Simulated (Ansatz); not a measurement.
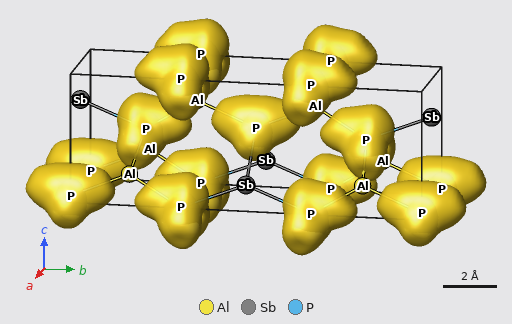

Figure 1: Al2SbP3. Isosurface of the ELF at 0.7 (yellow), seen slightly off an axis. Only the valence region is drawn (cores and ρ < 0.01 e/Å³ removed). Sticks mark near contacts.

Space group Imm2; a structure from a database of computed crystals, not necessarily the ambient phase; started from the Cu2GeS3-44 prototype, which need not be the ambient phase.

The calculation used DFT, r2SCAN+rVV10, plane waves, PAW in Ansatz.

Q: What do the ELF domains correspond to?

A: The surface consists of six regions on P in which the atom's valence shell and bonds are merged, counted in one cell of 12 atoms. Any copies at cell faces, edges or corners count once.

Values along the shortest contacts:
Al–P (2.34 Å): the ELF peaks at about 0.95 between the atoms (a covalent bond). Sb–P (2.61 Å): the ELF peaks at about 0.85 in the valence shell of P, 0.9 Å from its nucleus, and is about 0.70 at the midpoint.
